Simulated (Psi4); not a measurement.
# M06-2X/6-31G(d) (spherical functions) run of CH7GaSi (SMILES [CH3][GaH][SiH3])

Aim: the vertical singlet–triplet gap of CH7GaSi at M06-2X/6-31G* (spherical functions), from 2 runs. 

The results are computed with Psi4 1.11.

## Step 1: The structure to begin with

The species is CH7GaSi (10 atoms), meant as a singlet with charge 0. SMILES: `[CH3][GaH][SiH3]`. The coordinates come from a PBE0-D4/def2-TZVP relaxation.

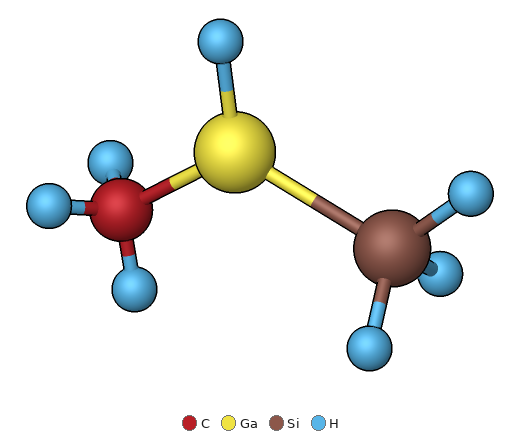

Viewed from a chosen angle; carbon red, gallium yellow, silicon brown, hydrogen blue.

## Step 2: Energy and gradient at M06-2X/6-31G(d) (spherical functions)

Contents of calc.py:

```python
import psi4

psi4.set_memory(2200000000)
psi4.set_num_threads(1)
psi4.core.set_output_file('output.dat', False)

mol = psi4.geometry("""
0 1
C     -1.123300     1.394100    -0.619200
Ga     0.561500     0.659300     0.093300
Si     0.786700    -1.705300     0.550700
H     -1.924300     0.656600    -0.670400
H     -0.947000     1.785400    -1.626000
H     -1.454200     2.236500    -0.005700
H      1.759600     1.654600     0.346000
H      0.531000    -2.496200    -0.688800
H      2.125000    -2.100900     1.069700
H     -0.231700    -2.135100     1.553300
units angstrom
symmetry c1
""")

options = {'puream': True, 'e_convergence': 1e-09, 'd_convergence': 1e-08, 'scf_type': 'pk', 'dft_radial_points': 99, 'dft_spherical_points': 590}
psi4.set_options(options)

E, wfn = psi4.gradient("m06-2x/6-31G*", molecule=mol, return_wfn=True)
print('gradient / Eh bohr^-1')
print(E.np.round(6))
print(f'energy = {wfn.energy():.10f} Eh')
for k, v in sorted(psi4.core.scalar_variables().items()):
    print(f'{k:45s} {v:18.10f}')
```

On the command line:

```sh
$ python calc.py
```

output.dat, cut to the lines that bear on the results:

```text
[...]
  Running in c1 symmetry.
[...]
  Nuclear repulsion =  238.583028564977326
[...]
  Multiplicity = 1
[...]
  Nalpha       = 29
  Nbeta        = 29
[...]
    Number of basis functions: 78
[...]
   @RKS iter   1: -2254.41345735026698   -2.34063e+00   3.65263e-02 ADIIS/DIIS
[...]
   @RKS iter  12: -2256.27432857515942   -8.18545e-12   5.34389e-09 DIIS
[...]
    Orbital Energies [Eh]
    ---------------------
    Doubly Occupied:
       1A   -374.718115     2A    -66.976762     3A    -46.636657
       4A    -41.398030     5A    -41.394886     6A    -41.394382
       7A    -10.516810     8A     -5.770142     9A     -5.531090
      10A     -4.046573    11A     -4.037409    12A     -4.035972
      13A     -3.838278    14A     -3.838118    15A     -3.837828
      16A     -0.990992    17A     -0.986829    18A     -0.985930
      19A     -0.981625    20A     -0.979753    21A     -0.767660
      22A     -0.602376    23A     -0.472321    24A     -0.459016
      25A     -0.458085    26A     -0.396945    27A     -0.396344
      28A     -0.336796    29A     -0.302192
[...]
  @RKS Final Energy: -2256.27432857515942
   => Energetics <=
    Nuclear Repulsion Energy =            238.5830285649773259
    One-Electron Energy =               -3616.3944350341580503
    Two-Electron Energy =                1170.7131536609279010
    DFT Exchange-Correlation Energy =     -49.1760757669062869
    Empirical Dispersion Energy =           0.0000000000000000
    VV10 Nonlocal Energy =                  0.0000000000000000
    Total Energy =                      -2256.2743285751594158
[...]
 Multipole Moments:
 ------------------------------------------------------------------------------------
     Multipole            Electronic (a.u.)      Nuclear  (a.u.)        Total (a.u.)
 ------------------------------------------------------------------------------------
 L = 1.  Multiply by 2.5417464519 to convert [e a0] to [Debye]
 Dipole X            :          3.5786219           -3.8062860           -0.2276641
 Dipole Y            :          4.9970146           -4.7304904            0.2665242
 Dipole Z            :          0.4999862           -0.6240616           -0.1240754
 Magnitude           :                                                    0.3718344
[...]
  -Total Gradient:
     Atom            X                  Y                   Z
    ------   -----------------  -----------------  -----------------
       1        0.002118365642    -0.001025702451     0.000870327012
       2        0.000285079001     0.001232858256    -0.000162376729
       3       -0.000436736763     0.004203491140    -0.000790376820
       4        0.001197321626     0.000225911396     0.000295213553
       5        0.000353503113    -0.000464204955     0.001036489721
       6        0.000759992971    -0.000762735169    -0.000318452124
       7       -0.004193913728    -0.003270927973    -0.000913735820
       8       -0.000247118920    -0.000257319898    -0.001276047373
       9        0.001128534403    -0.000001328559     0.000381852915
      10       -0.000960203676     0.000088178485     0.000864053704
[...]
```

On the terminal:

```text
gradient / Eh bohr^-1
[[ 2.118e-03 -1.026e-03  8.700e-04]
 [ 2.850e-04  1.233e-03 -1.620e-04]
 [-4.370e-04  4.203e-03 -7.900e-04]
 [ 1.197e-03  2.260e-04  2.950e-04]
 [ 3.540e-04 -4.640e-04  1.036e-03]
 [ 7.600e-04 -7.630e-04 -3.180e-04]
 [-4.194e-03 -3.271e-03 -9.140e-04]
 [-2.470e-04 -2.570e-04 -1.276e-03]
 [ 1.129e-03 -1.000e-06  3.820e-04]
 [-9.600e-04  8.800e-05  8.640e-04]]
energy = -2256.2743285752 Eh
CURRENT ENERGY                                  -2256.2743285752
CURRENT REFERENCE ENERGY                        -2256.2743285752
DD SOLVATION ENERGY                                 0.0000000000
DFT FUNCTIONAL TOTAL ENERGY                     -2256.2743285752
DFT TOTAL ENERGY                                -2256.2743285752
DFT VV10 ENERGY                                     0.0000000000
DFT XC ENERGY                                     -49.1760757669
GRID ELECTRONS ALPHA                               28.9999995612
GRID ELECTRONS BETA                                28.9999995612
GRID ELECTRONS TOTAL                               57.9999991223
NUCLEAR REPULSION ENERGY                          238.5830285650
ONE-ELECTRON ENERGY                             -3616.3944350342
PCM POLARIZATION ENERGY                             0.0000000000
PE ENERGY                                           0.0000000000
SCF ITERATION ENERGY                            -2256.2743285752
SCF ITERATIONS                                     12.0000000000
SCF TOTAL ENERGY                                -2256.2743285752
TWO-ELECTRON ENERGY                              1170.7131536609
XC GRID RADIAL POINTS                              99.0000000000
XC GRID SPHERICAL POINTS                          590.0000000000
XC GRID TOTAL POINTS                           556258.0000000000
```

It took 86 s on 1 thread of AMD EPYC 7R43 (Zen 3), shared host; peak memory 1.5 GiB.

## Step 3: The triplet

Contents of input.json:

```json
{
 "schema_name": "qcschema_input",
 "schema_version": 1,
 "molecule": {
  "schema_name": "qcschema_molecule",
  "schema_version": 2,
  "symbols": ["C", "Ga", "Si", "H", "H", "H", "H", "H", "H", "H"],
  "geometry": [-2.12272936, 2.63446719, -1.17011842, 1.06108122, 1.24589643, 0.17631145, 1.48664754, -3.22254996, 1.04067218, -3.63639998, 1.24079417, -1.26687239, -1.78957064, 3.37391702, -3.07269468, -2.74803973, 4.22637248, -0.01077144, 3.32516209, 3.12674085, 0.65384524, 1.00344457, -4.71713435, -1.30164335, 4.01566801, -3.97012562, 2.02144004, -0.43784954, -4.03475425, 2.93531159],
  "molecular_charge": 0,
  "molecular_multiplicity": 3,
  "fix_symmetry": "c1"
 },
 "driver": "gradient",
 "model": {
  "method": "m06-2x",
  "basis": "6-31G*"
 },
 "keywords": {
  "reference": "uks",
  "puream": true,
  "e_convergence": 1e-09,
  "d_convergence": 1e-08,
  "scf_type": "pk",
  "dft_radial_points": 99,
  "dft_spherical_points": 590,
  "maxiter": 100,
  "scf_properties": ["MAYER_INDICES", "QUADRUPOLE", "MULLIKEN_CHARGES"]
 }
}
```

On the command line:

```sh
$ psi4 --qcschema input.json -n 1 --memory 2200MB
```

stdout, cut to the lines that bear on the results:

```text
[...]
  Running in c1 symmetry.
[...]
  Nuclear repulsion =  238.583028647494871
[...]
  Multiplicity = 3
[...]
  Nalpha       = 30
  Nbeta        = 28
[...]
    Number of basis functions: 78
[...]
   @UKS iter   1: -2253.84690724895654   -1.77408e+00   3.72536e-02 ADIIS/DIIS
[...]
   @UKS iter  19: -2256.13346471458863   -5.45697e-12   4.10044e-09 DIIS
[...]
   @S^2 Observed:                2.003649181E+00
[...]
  @UKS Final Energy: -2256.13346471458863
   => Energetics <=
    Nuclear Repulsion Energy =            238.5830286474948707
    One-Electron Energy =               -3615.5928587776270433
    Two-Electron Energy =                1170.0225302294813901
    DFT Exchange-Correlation Energy =     -49.1461648139373395
    Empirical Dispersion Energy =           0.0000000000000000
    VV10 Nonlocal Energy =                  0.0000000000000000
    Total Energy =                      -2256.1334647145886265
[...]
  Mulliken Charges: (a.u.)
   Center  Symbol    Alpha    Beta     Spin     Total
       1     C     3.37160  3.27077  0.10082 -0.64237
       2    GA    16.19676 15.05301  1.14375 -0.24977
       3    SI     7.11069  6.51719  0.59350  0.37211
       4     H     0.40556  0.41058 -0.00501  0.18386
       5     H     0.40554  0.39547  0.01007  0.19899
       6     H     0.40524  0.39431  0.01093  0.20044
       7     H     0.49538  0.45529  0.04008  0.04933
       8     H     0.54648  0.49473  0.05175 -0.04121
       9     H     0.51661  0.51400  0.00261 -0.03062
      10     H     0.54613  0.49464  0.05150 -0.04077
[...]
  -Total Gradient:
     Atom            X                  Y                   Z
    ------   -----------------  -----------------  -----------------
       1        0.018226390925     0.004620826584     0.009227592844
       2       -0.007955324348    -0.035725171101     0.001837095547
       3       -0.000523727096     0.033661529607    -0.005545254940
       4        0.003064505749    -0.001589031973     0.000861040168
       5       -0.002841269951     0.003987045945     0.000465435210
       6       -0.002638159630     0.003008389870    -0.005768987175
       7       -0.009934618595     0.008892481003    -0.004696945498
       8        0.001179232574    -0.003544154875     0.000483185923
       9        0.000500760599    -0.009895036919     0.001754077629
      10        0.000916586586    -0.003445007767     0.001362934425
[...]
```

It took 3.1 min on 1 thread of AMD EPYC 7R43 (Zen 3), shared host; peak memory 1.5 GiB.

## Step 4: Outcome

Level: M06-2X/6-31G* (spherical functions).

| quantity | value |
| --- | --- |
| singlet: total energy | -2256.27433 Eh |
| singlet: dipole moment | 0.95 D |
| singlet: HOMO energy | -8.22 eV |
| singlet: LUMO energy | -1.17 eV |
| singlet: HOMO–LUMO gap | 7.05 eV |
| singlet: largest force on an atom | 0.278 eV/Å |
| triplet: total energy | -2256.13346 Eh |
| triplet: dipole moment | 2.02 D |
| triplet: HOMO energy (highest over α and β) | -4.49 eV |
| triplet: ⟨S²⟩ | 2.004 |
| triplet: largest force on an atom | 1.884 eV/Å |
| vertical energy of the triplet above the singlet | 3.833 eV |

**Reading.** At this shape the triplet lies 3.83 eV (88 kcal/mol) above the singlet. The largest force (singlet) is 0.28 eV/Å: the shape isn't a stationary point for this species at this level.
